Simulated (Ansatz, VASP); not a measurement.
# HgIr: VASP beside Ansatz, part 2 of 2

Wanted: the spread between two codes on one cell, functional and k mesh. The cell is invented: As first built, before any earlier steps moved the atoms: it takes the ZnIr structure with some of its atoms replaced by other elements, volume scaled by an estimate. It may not be a known or stable phase. The cell comes out of the VASP series on this material, whose earlier steps may have relaxed, scaled or displaced it; both programs get it as it stands.

VASP 6.6.1 and Ansatz 0.2.0.

So far. Step 3 (VASP: band structure, revPBE with D3(BJ)): The run ends at a pressure of 0.03 GPa. Step 6 (Ansatz: single point, revPBE with D3(BJ)): The run ends at a pressure of -1.76 GPa.

## Step 7: VASP: single point, revPBE with D3(BJ)

Level of this step: revPBE with D3(BJ); plane waves and PAW (Hg, Ir); invented cell (VASP).

The same cell, functional, mesh and smearing now go to VASP, with its own data sets and cutoff.

INCAR

```
SYSTEM = HgIr
PREC = Accurate
ENCUT = 400
EDIFF = 1E-06
NELM = 100
ISMEAR = -5
SIGMA = 0.2
LREAL = .FALSE.
ALGO = Normal
GGA = RE
IVDW = 12
NBANDS = 22
LORBIT = 11
LWAVE = .FALSE.
LCHARG = .FALSE.
NEDOS = 2001
```

POSCAR

```
HgIr
1.0
    2.8783549287      0.0000000000      0.0000000000
   -1.4391774644      2.4927290308      0.0000000000
    0.0000000000      0.0000000000      4.6506731072
Hg Ir
1 1
Direct
    0.6666666700      0.3333333300      0.5000000000
    0.0000000000      0.0000000000      0.0000000000
```

KPOINTS

```
Automatic mesh
0
Gamma
13 13 7
0 0 0
```

The projector-augmented-wave data sets are Hg and Ir (PBE family, release 64).

Started as:

```console
$ mpirun -np 1 vasp_std
```

Numbers of over 12 decimals in the logs are rounded to 6 here.

Log:

```text
[banner, memory and clock lines left out]
running    1 mpi-ranks, on    1 nodes
[...]
[... a notice as in an earlier step ...]

 LDA part: xc-table for (Slater+PW92), standard interpolation
 POSCAR, INCAR and KPOINTS ok, starting setup
[...]
entering main loop
       N       E                     dE             d eps       ncg     rms          rms(c)
DAV:   1     0.148333061892E+03    0.14833E+03   -0.83171E+03  3808   0.745E+02
DAV:   2    -0.366307996517E+01   -0.15200E+03   -0.14074E+03  4032   0.244E+02
DAV:   3    -0.740709278966E+01   -0.37440E+01   -0.37264E+01  4520   0.437E+01
DAV:   4    -0.743308569662E+01   -0.25993E-01   -0.25972E-01  4294   0.340E+00
[...]
DAV:  11    -0.688605288886E+01   -0.13296E-04   -0.23656E-05  4360   0.439E-02    0.104E-02
DAV:  12    -0.688605689627E+01   -0.40074E-05   -0.19502E-06  4262   0.113E-02    0.704E-03
DAV:  13    -0.688605673142E+01    0.16485E-06   -0.18338E-07  2190   0.439E-03
   1 F= -.92425145E+01 E0= -.92425145E+01  d E =0.000000E+00
|                                                                             |
|           W    W    AA    RRRRR   N    N  II  N    N   GGGG   !!!           |
|           W    W   A  A   R    R  NN   N  II  NN   N  G    G  !!!           |
|           W    W  A    A  R    R  N N  N  II  N N  N  G       !!!           |
|           W WW W  AAAAAA  RRRRR   N  N N  II  N  N N  G  GGG   !            |
|           WW  WW  A    A  R   R   N   NN  II  N   NN  G    G                |
|           W    W  A    A  R    R  N    N  II  N    N   GGGG   !!!           |
|                                                                             |
|     Tetrahedron method does not include variations of the Fermi             |
|     occupations, so forces and stress will be inaccurate. We suggest        |
|     using a different smearing scheme ISMEAR = 1 or 2 for metals in         |
|     relaxations.                                                            |
|                                                                             |
```

From OUTCAR (step 7):

```text
 Edisp (eV)   -2.35646

  Total       0.02653     0.02653    -0.23859    -0.00000    -0.00000     0.00000
  in kB       1.27406     1.27406   -11.45572    -0.00000    -0.00000     0.00000
  external pressure =       -2.97 kB  Pullay stress =        0.00 kB

 POSITION                                       TOTAL-FORCE (eV/Angst)
 -----------------------------------------------------------------------------------
      1.43918      0.83091      2.32534        -0.000000      0.000000      0.000000
      0.00000      0.00000      0.00000         0.000000     -0.000000      0.000000
 -----------------------------------------------------------------------------------
    total drift:                               -0.000003      0.000003      0.000000

  FREE ENERGIE OF THE ION-ELECTRON SYSTEM (eV)
  ---------------------------------------------------
  free  energy   TOTEN  =        -9.2425144751 eV

  energy  without entropy=       -9.2425144751  energy(sigma->0) =       -9.24251448

[... 1 part as in an earlier step ...]

[... 2 further parts left out ...]
[key lines of the parts left out:]
E-fermi :   6.6619
```

The run ends at a pressure of -0.30 GPa.

## Step 8: Differences

Compared:

```
      quantity  Ansatz   VASP  difference
pressure (GPa)   -1.76  -0.30       -1.47
```

Ansatz's pressure holds a Pulay correction of 0.07 GPa; VASP's holds none.

## Step 9: What moves the difference

The difference is large enough to ask for its cause, so further runs change the set-up of one program at a time, as the table lists.

```
                                       run  difference in pressure (GPa)
                                  as above                          -1.5
  Ansatz's larger PAW set (cutoff 1000 eV)                          -1.4
norm-conserving potentials (cutoff 925 eV)                          -1.4
```

## Step 10: VASP: band structure, revPBE with D3(BJ), spin-orbit coupling

Levels along a path test the potential and the projectors away from the mesh points.

INCAR

```
SYSTEM = HgIr
PREC = Accurate
ENCUT = 400
EDIFF = 1E-06
NELM = 100
ISMEAR = 1
SIGMA = 0.2
LREAL = .FALSE.
ALGO = Normal
GGA = RE
IVDW = 12
LNONCOLLINEAR = .TRUE.
MAGMOM = 0 0 0 0 0 0
NBANDS = 32
GGA_COMPAT = .FALSE.
LASPH = .TRUE.
LSORBIT = .TRUE.
LMAXMIX = 4
LORBIT = 11
LWAVE = .FALSE.
LCHARG = .FALSE.
```

POSCAR is that of step 7.

KPOINTS

```
Automatic mesh
0
Gamma
7 7 4
0 0 0
```

KPOINTS_OPT

```
Line mode
16
Line-mode
Reciprocal
  0.00000000   0.00000000   0.00000000 GAMMA
  0.50000000   0.00000000   0.00000000 M

  0.50000000   0.00000000   0.00000000 M
  0.33333333   0.33333333   0.00000000 K

  0.33333333   0.33333333   0.00000000 K
  0.00000000   0.00000000   0.00000000 GAMMA

  0.00000000   0.00000000   0.00000000 GAMMA
  0.00000000   0.00000000   0.50000000 A

  0.00000000   0.00000000   0.50000000 A
  0.50000000   0.00000000   0.50000000 L

  0.50000000   0.00000000   0.50000000 L
  0.33333333   0.33333333   0.50000000 H

  0.33333333   0.33333333   0.50000000 H
  0.00000000   0.00000000   0.50000000 A

  0.50000000   0.00000000   0.50000000 L
  0.50000000   0.00000000   0.00000000 M

  0.33333333   0.33333333   0.00000000 K
  0.33333333   0.33333333   0.50000000 H
```

Started as:

```console
$ mpirun -np 1 vasp_ncl
```

Log:

```text
[... set-up lines as in an earlier step ...]
 entering main loop
       N       E                     dE             d eps       ncg     rms          rms(c)
DAV:   1     0.172004729849E+03    0.17200E+03   -0.85945E+03  2328   0.107E+03
DAV:   2    -0.273560601430E+01   -0.17474E+03   -0.16367E+03  2328   0.343E+02
DAV:   3    -0.812751512235E+01   -0.53919E+01   -0.53064E+01  2824   0.700E+01
DAV:   4    -0.818558522797E+01   -0.58070E-01   -0.58042E-01  2560   0.694E+00
[...]
DAV:  11    -0.766461062510E+01   -0.77630E-05   -0.15050E-04  2704   0.138E-01    0.382E-02
DAV:  12    -0.766461320479E+01   -0.25797E-05   -0.53267E-06  2632   0.254E-02    0.103E-02
DAV:  13    -0.766461419145E+01   -0.98666E-06   -0.84556E-07  1888   0.960E-03
   1 F= -.10021072E+02 E0= -.10021430E+02  d E =0.107527E-02  mag=    -0.0000     0.0000     0.0000
 Start KPOINTS_OPT (optional k-point list driver)
k-point batch [1-36\144]
       N       E                     dE             ncg
DAV:   1     0.754495831643E+04   -0.13878E+05     2304
DAV:   2     0.136990031649E+04   -0.61751E+04     2304
DAV:   3     0.117221068593E+04   -0.19769E+03     2904
DAV:   4     0.116991582739E+04   -0.22949E+01     2496
DAV:   5     0.116986364706E+04   -0.52180E-01     2736
DAV:   6     0.116986175488E+04   -0.18922E-02     2664
DAV:   7     0.116986167656E+04   -0.78320E-04     2784
DAV:   8     0.116986167337E+04   -0.31991E-05     2112
DAV:   9     0.116986167309E+04   -0.27798E-06     1648
[...]
k-point batch [109-144\144]
       N       E                     dE             ncg
DAV:   1     0.754407297311E+04   -0.19360E+05     2328
DAV:   2     0.148272852570E+04   -0.60613E+04     2344
DAV:   3     0.128620471069E+04   -0.19652E+03     2744
DAV:   4     0.128395869024E+04   -0.22460E+01     2456
DAV:   5     0.128390541478E+04   -0.53275E-01     2664
DAV:   6     0.128390343454E+04   -0.19802E-02     2608
DAV:   7     0.128390335319E+04   -0.81351E-04     2688
DAV:   8     0.128390334992E+04   -0.32723E-05     1968
DAV:   9     0.128390334960E+04   -0.31482E-06     1600
```

From OUTCAR (step 10):

```text
 Edisp (eV)   -2.35646

  Total      -0.08927    -0.08927     0.01327     0.00000     0.00000     0.00000
  in kB      -4.28620    -4.28620     0.63695     0.00000     0.00000     0.00000
  external pressure =       -2.65 kB  Pullay stress =        0.00 kB

 POSITION                                       TOTAL-FORCE (eV/Angst)
 -----------------------------------------------------------------------------------
      1.43918      0.83091      2.32534         0.000000      0.000000      0.000000
      0.00000      0.00000      0.00000        -0.000000     -0.000000      0.000000
 -----------------------------------------------------------------------------------
    total drift:                               -0.000003      0.000003     -0.000000

  FREE ENERGIE OF THE ION-ELECTRON SYSTEM (eV)
  ---------------------------------------------------
  free  energy   TOTEN  =       -10.0210719351 eV

  energy  without entropy=      -10.0221472028  energy(sigma->0) =      -10.02143036

 magnetization (x)
# of ion       s       p       d       tot
------------------------------------------
    1        0.000  -0.000   0.000  -0.000
    2        0.000  -0.000   0.000   0.000
--------------------------------------------------
tot          0.000  -0.000   0.000   0.000

 magnetization (y)
# of ion       s       p       d       tot
------------------------------------------
    1        0.000   0.000   0.000   0.000
    2       -0.000   0.000   0.000   0.000
--------------------------------------------------
tot          0.000   0.000   0.000   0.000

 magnetization (z)
# of ion       s       p       d       tot
------------------------------------------
    1        0.000  -0.000  -0.000  -0.000
    2        0.000  -0.000   0.000   0.000
--------------------------------------------------
tot          0.000  -0.000   0.000   0.000

[... 1 part as in an earlier step ...]

[... 2 further parts left out ...]
[key lines of the parts left out:]
E-fermi :   6.6490
```

The run ends at a pressure of -0.26 GPa.

## Step 11: Ansatz: band structure, revPBE with D3(BJ), spin-orbit coupling

The same cell, functional, mesh and smearing now go to Ansatz, which takes its cutoff from its data sets.

The cell comes out of the VASP series on this material, whose earlier steps may have relaxed, scaled or displaced it; both programs get it as it stands.

input.yaml

```yaml
crystal:
  lattice:
    - [2.8783549287, 0.0, 0.0]
    - [-1.4391774644, 2.4927290308, 0.0]
    - [0.0, 0.0, 4.6506731072]
  atoms:
    - { symbol: Hg, position: [0.66666667, 0.33333333, 0.5] }
    - { symbol: Ir, position: [0.0, 0.0, 0.0] }
hamiltonian:
  xc: revpbe
  pseudopotentials: { kind: paw_fr }
  dispersion: d3bj
magnetization:
  noncollinear: true
  spin_orbit: true
kpoints:
  mp_grid: { grid: [7, 7, 4] }
  band_path:
    path:
      - [0.0, 0.0, 0.0]
      - [0.13333, 0.0, 0.0]
      - [0.3, 0.0, 0.0]
      - [0.46667, 0.0, 0.0]
      - [0.46667, 0.06667, 0.0]
      - [0.41111, 0.17778, 0.0]
      - [0.35556, 0.28889, 0.0]
      - [0.28889, 0.28889, 0.0]
      - [0.17778, 0.17778, 0.0]
      - [0.06667, 0.06667, 0.0]
      - [0.0, 0.0, 0.03333]
      - [0.0, 0.0, 0.2]
      - [0.0, 0.0, 0.36667]
      - [0.0, 0.0, 0.5]
      - [0.16667, 0.0, 0.5]
      - [0.3, 0.0, 0.5]
      - [0.46667, 0.0, 0.5]
      - [0.46667, 0.06667, 0.5]
      - [0.41111, 0.17778, 0.5]
      - [0.35556, 0.28889, 0.5]
      - [0.28889, 0.28889, 0.5]
      - [0.17778, 0.17778, 0.5]
      - [0.06667, 0.06667, 0.5]
      - [0.5, 0.0, 0.46667]
      - [0.5, 0.0, 0.3]
      - [0.5, 0.0, 0.13333]
      - [0.33333, 0.33333, 0.0]
      - [0.33333, 0.33333, 0.16667]
      - [0.33333, 0.33333, 0.33333]
      - [0.33333, 0.33333, 0.5]
    npoints: 1
scf:
  occupations: { method: methfessel_paxton, width: 0.2 }
  n_extra_bands: 14
output:
  forces: true
  stress: true
  eigenvalues: true
```

Started as:

```console
$ ansatz run input.yaml --threads 2 --pin off --max-ram 4608MiB --backend cpu --events-out ev --progress --plain --runs-dir out
```

Log:

```text
[...]
non-collinear run that drives no moment, with spin-orbit: no starting moment large enough to seed its density (crystal.atoms[].spin), no starting occupations that ask for one, no magnetisation constraint and no magnetic field, so the semilocal B_xc is pinned to zero
Crystal: 2 atoms, lattice volume = 33.368 Å³
[...]
k-point 1: bands = [... 33 lower, 19.1530, 20.0855, 20.0855, 21.4184, 21.4184, 21.9350, 21.9876, 28.3177, ... 10 higher]
  k-point 2: bands = [... 33 lower, 19.2149, 20.1864, 20.1864, 21.4180, 21.4180, 21.9298, 21.9298, 32.4464, ... 10 higher]
  k-point 23: bands = [... 33 lower, 19.6407, 21.1952, 21.3014, 22.9840, 23.1841, 25.7556, 25.7973, 26.3846, ... 10 higher]
[key lines of the parts left out:]
SCF converged after 8 iterations
Magnetization: |M| = 0.0000 μB,  M = (+0.0000, +0.0000, +0.0000) μB
Free energy (F): -25842.434911 eV
Fermi energy:    21.782018 eV
P = ⅓ Tr σ = -2.1933 GPa (-21.933 kbar)
```

Elapsed: 15 s, on 2 threads of Arm Neoverse N1, shared host; peak memory 0.45 GiB; 30 s of CPU time.

## Step 12: Differences

What differs besides the data sets and the points named for the pairs above, as far as they apply: spin-orbit coupling enters by fully relativistic files in Ansatz and inside the spheres in VASP; the data sets hold 37 valence electrons in Ansatz (fully relativistic PAW (standard-fr) files) and 21 in VASP. Total energies have different zeros and are not compared.

Both answers:

```
      quantity  Ansatz   VASP  difference
pressure (GPa)   -2.19  -0.26       -1.93
```

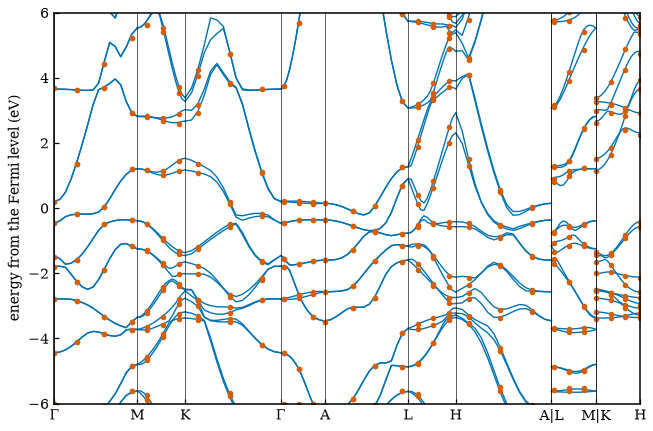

Bands from VASP (lines) and levels from Ansatz (dots). Dots without a line are higher empty bands that the VASP plot leaves out.

Levels from 3 eV below to 2 eV above the Fermi level differ by 15 meV r.m.s. and 50 meV at most; each VASP level is matched to the nearest of Ansatz, which flatters the figure a little. Ansatz's pressure holds a Pulay correction of 0.07 GPa; VASP's holds none.

## Step 13: Further runs

The difference is large enough to ask for its cause, so further runs change the set-up of one program at a time, as the table lists.

```
                                       run  difference in pressure (GPa)
                                  as above                          -1.9
  Ansatz's larger PAW set (cutoff 1000 eV)                          -2.0
norm-conserving potentials (cutoff 925 eV)                          -2.1
```

## Step 14: Results

| Property | Result |
| --- | --- |
| difference in pressure (band structure, revPBE with D3(BJ)) | -1.5 GPa |
| difference in pressure (single point, revPBE with D3(BJ)) | -1.5 GPa |
| difference in pressure (band structure, revPBE with D3(BJ), spin-orbit coupling) | -1.9 GPa |

**Reading.** The difference in pressure is -1.9 GPa (band structure, revPBE with D3(BJ), spin-orbit coupling), beyond the 1 GPa picked in this series as the mark of a large difference. For band structure, revPBE with D3(BJ): no further run halves the difference in pressure; only Ansatz's side was varied, and Ansatz's runs with other potentials lie closer to each other than to VASP, which for this quantity points to VASP's side; this was not tested here. For single point, revPBE with D3(BJ): no further run halves the difference in pressure; only Ansatz's side was varied, and Ansatz's runs with other potentials lie closer to each other than to VASP, which for this quantity points to VASP's side; this was not tested here. For band structure, revPBE with D3(BJ), spin-orbit coupling: no further run halves the difference in pressure; only Ansatz's side was varied, and Ansatz's runs with other potentials lie closer to each other than to VASP, which for this quantity points to VASP's side; this was not tested here. Differences of this kind measure data sets and numerical settings, not the functional's error against experiment.

[Lines on the potential files, build, host, timing and source positions are cut from VASP's logs without a mark.]

[Logs are printed without paths, hosts, clocks, repeated set-up lines and the standing remarks that a program may print on its own settings, such as how far it seeks lower states.]

[Hosts, paths, dates, database ids (printed as entryN), source tags and the programs' standing remarks are cut or masked in the printed files.]
